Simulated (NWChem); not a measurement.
**singlet C2H3O+ at 4 levels**

We compute a comparison of 4 runs (CAM-B3LYP/def2-TZVP, M06-2X/def2-TZVP, PBE0/def2-TZVP, wB97X/def2-TZVP) of singlet C2H3O+. 

The results are computed with NWChem 7.3.0.

## (1) The molecule

C2H3O+ has 6 atoms, charge +1, and is taken as a singlet. As SMILES of the parent species, `C[C]=O`. The coordinates come from a PBE0-D4/def2-TZVP relaxation. That shape belongs to the parent species and isn't relaxed for this state.

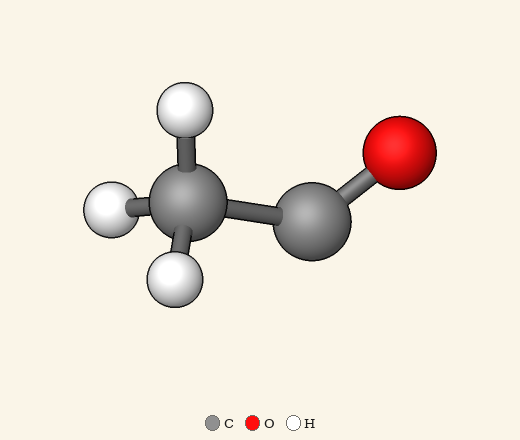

Viewed from a chosen angle; carbon grey, oxygen red, hydrogen white.

## (2) A single-point energy at CAM-B3LYP/def2-TZVP (run 1)

Contents of c2h3o.nw:

```
start c2h3o
memory total 2200 mb
charge 1
geometry units angstrom noautosym nocenter noautoz
C     -0.150600     0.360900    -0.246200
C     -0.095300    -0.937800     0.496900
O      0.811800    -1.439800     1.050900
H     -0.929700     0.983800     0.196900
H      0.814100     0.875700    -0.222400
H     -0.450200     0.157100    -1.276100
end
basis spherical bse
C library def2-TZVP
O library def2-TZVP
H library def2-TZVP
end
dft
xc xcamb88 1.00 lyp 0.81 vwn_5 0.19 hfexch 1.00
cam 0.33 cam_alpha 0.19 cam_beta 0.46
mult 1
grid fine
convergence energy 1e-08
direct
iterations 100
mulliken
print low
end
task dft
```

The run is started by

```bash
$ nwchem c2h3o.nw > c2h3o.out
```

Output:

```text
[...]
 d= 0,ls=0.0,diis     1   -152.6365180545 -2.16D+02  1.20D-02  2.22D+00     8.3
[...]
 d= 0,ls=0.0,diis    12   -152.8572851822 -1.87D-10  6.04D-08  1.13D-10    92.9
         Total DFT energy =     -152.857285182187
      One electron energy =     -325.232442435266
           Coulomb energy =      129.151239695240
    Exchange-Corr. energy =      -20.031909725423
 Nuclear repulsion energy =       63.255827283261
[...]
      Total Density - Mulliken Population Analysis
     ---------------------------------------------
    Atom       Charge   Shell Charges
 -----------   ------   -------------------------------------------------------
    1 C    6     6.30   0.85  1.12  0.52  0.68  0.14  1.34  1.26  0.35  0.01  0.02  0.00
    2 C    6     5.57   0.86  1.11  0.61  0.63  0.09  1.14  0.89  0.09  0.04  0.10  0.02
    3 O    8     7.86   0.79  1.18  0.65  0.91  0.31  1.83  1.65  0.50  0.01  0.03  0.00
    4 H    1     0.76   0.26  0.43  0.04  0.02
    5 H    1     0.75   0.26  0.43  0.04  0.02
    6 H    1     0.76   0.26  0.43  0.04  0.02
[...]
```

Run time: 94 s. Hardware: 1 thread of Intel Xeon Platinum 8488C (Sapphire Rapids), shared host; peak memory 0.11 GiB.

## (3) A single-point energy at M06-2X/def2-TZVP (run 2)

Contents of work.nw:

```
start work
memory 2200 mb
charge 1
geometry noautosym nocenter noautoz
C       -0.150600       0.360900      -0.246200
C       -0.095300      -0.937800       0.496900
O        0.811800      -1.439800       1.050900
H       -0.929700       0.983800       0.196900
H        0.814100       0.875700      -0.222400
H       -0.450200       0.157100      -1.276100
end
basis spherical bse
* library def2-TZVP
end
dft
xc m06-2x
grid fine
convergence energy 1e-08
iterations 100
mulliken
end
task dft energy
```

The run is started by

```bash
$ nwchem work.nw > work.out
```

Output:

```text
[...]
          Wavefunction type:  closed shell.
          No. of atoms     :     6
          No. of electrons :    22
[...]
          Charge           :     1
          Spin multiplicity:     1
[...]
          AO basis - number of functions:   111
[...]
              XC Information
              --------------
                       M06-2X Method XC Functional
                     Hartree-Fock (Exact) Exchange  0.540
                        M06-2X Exchange Functional  1.000
                      M06-2X Correlation Potential  1.000
[...]
 d= 0,ls=0.0,diis     1   -152.6399442123 -2.16D+02  1.17D-02  2.16D+00     2.9
[...]
 d= 0,ls=0.0,diis    12   -152.8598796857 -3.09D-10  9.13D-08  3.03D-10    26.9
         Total DFT energy =     -152.859879685655
      One electron energy =     -325.130110197892
           Coulomb energy =      129.044705990225
    Exchange-Corr. energy =      -20.030302761248
 Nuclear repulsion energy =       63.255827283261
[...]
      Total Density - Mulliken Population Analysis
     ---------------------------------------------
    Atom       Charge   Shell Charges
 -----------   ------   -------------------------------------------------------
    1 C    6     6.34   0.85  1.12  0.51  0.69  0.13  1.31  1.35  0.32  0.01  0.02  0.00
    2 C    6     5.55   0.86  1.11  0.60  0.67  0.07  1.10  0.92  0.07  0.03  0.11  0.01
    3 O    8     7.86   0.80  1.18  0.64  0.92  0.31  1.79  1.70  0.49  0.01  0.03  0.00
    4 H    1     0.75   0.26  0.43  0.04  0.02
    5 H    1     0.74   0.26  0.42  0.04  0.02
    6 H    1     0.75   0.26  0.42  0.04  0.02
[...]
```

Run time: 28 s. Hardware: 1 thread of Intel Xeon Platinum 8488C (Sapphire Rapids), shared host; peak memory 0.12 GiB.

Run 3 isn't shown in full; the table further down has it.

## (4) A single-point energy at wB97X/def2-TZVP (run 4)

Contents of test.nw:

```
start test
title "C2H3O energy"
memory 2200 mb
charge 1

geometry noautosym nocenter noautoz
   C    -0.150600    0.360900   -0.246200
   C    -0.095300   -0.937800    0.496900
   O     0.811800   -1.439800    1.050900
   H    -0.929700    0.983800    0.196900
   H     0.814100    0.875700   -0.222400
   H    -0.450200    0.157100   -1.276100
end

basis spherical bse
   * library def2-TZVP
end

dft
   xc wb97x
   grid fine
   convergence energy 1e-08
   iterations 100
   mulliken
   print medium
end

task dft energy
```

The run is started by

```bash
$ nwchem test.nw > test.out
```

Output:

```text
[...]
          Wavefunction type:  closed shell.
          No. of atoms     :     6
          No. of electrons :    22
[...]
          Charge           :     1
          Spin multiplicity:     1
[...]
          AO basis - number of functions:   111
[...]
              XC Information
              --------------
                       wb97x  Method XC Functional
                     Hartree-Fock (Exact) Exchange  1.000
                         wb97x Exchange Functional  1.000
                      wb97x Correlation Functional  1.000
[...]
 d= 0,ls=0.0,diis     1   -152.6695120879 -2.16D+02  1.06D-02  2.16D+00     8.3
[...]
 d= 0,ls=0.0,diis    12   -152.8874994568 -3.45D-10  1.36D-07  2.18D-10    99.4
         Total DFT energy =     -152.887499456845
      One electron energy =     -325.237064234277
           Coulomb energy =      129.165989965093
    Exchange-Corr. energy =      -20.072252470922
 Nuclear repulsion energy =       63.255827283261
[...]
      Total Density - Mulliken Population Analysis
     ---------------------------------------------
    Atom       Charge   Shell Charges
 -----------   ------   -------------------------------------------------------
    1 C    6     6.31   0.86  1.12  0.51  0.69  0.12  1.32  1.33  0.33  0.01  0.03  0.00
    2 C    6     5.53   0.86  1.11  0.60  0.62  0.08  1.12  0.91  0.07  0.03  0.10  0.02
    3 O    8     7.89   0.80  1.17  0.64  0.94  0.32  1.81  1.69  0.48  0.00  0.03  0.00
    4 H    1     0.76   0.26  0.44  0.04  0.02
    5 H    1     0.75   0.26  0.44  0.03  0.02
    6 H    1     0.76   0.26  0.44  0.04  0.02
[...]
```

Wall time 1.7 min (1 thread of Intel Xeon Platinum 8488C (Sapphire Rapids), shared host); peak memory 0.11 GiB.

## (5) The series

```csv
run,level,energy (Eh),wall time
1,CAM-B3LYP/def2-TZVP,-152.857285,94 s
2,M06-2X/def2-TZVP,-152.859880,28 s
3,PBE0/def2-TZVP,-152.751669,22 s
4,wB97X/def2-TZVP,-152.887499,1.7 min
```

## (6) Results

| quantity | value |
| --- | --- |
| run 4: total energy | -152.88750 Eh |
| run 4: HOMO energy | -21.14 eV |
| run 4: LUMO energy | -8.84 eV |
| run 4: HOMO–LUMO gap | 12.30 eV |

In words: Over runs 2, 3, 4 the HOMO–LUMO gap runs from 7.36 eV (PBE0/def2-TZVP) to 12.30 eV (wB97X/def2-TZVP). Totals of different functionals can't be ranked against each other. All runs together took 4.1 min, the longest 1.7 min.
